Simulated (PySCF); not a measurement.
HBr2Ga, SMILES [Br][GaH][Br], PBE0/def2-SVP optimised geometry. Atoms within 1.6 Å of the plane z = 1.2 Å (x, y, z in Å): Ga1 (-0.63, 0.36, 0.00), H2 (-1.45, 1.68, 0.00), Br3 (-1.64, -1.68, 0.00), Br4 (1.64, 0.36, 0.00).

Computed with PBE0/def2-TZVP in PySCF.

Map of the Laplacian of the electron density (e/bohr⁵) on the plane z = 1.2 Å:

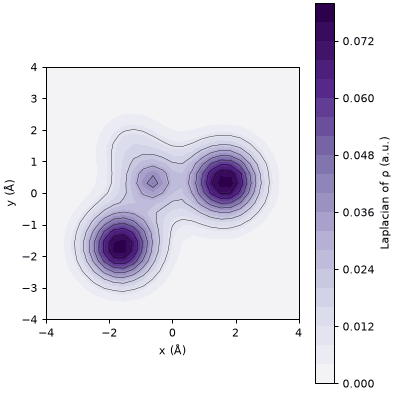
Figure: Laplacian of the electron density (e/bohr⁵) on the plane z = 1.2 Å.
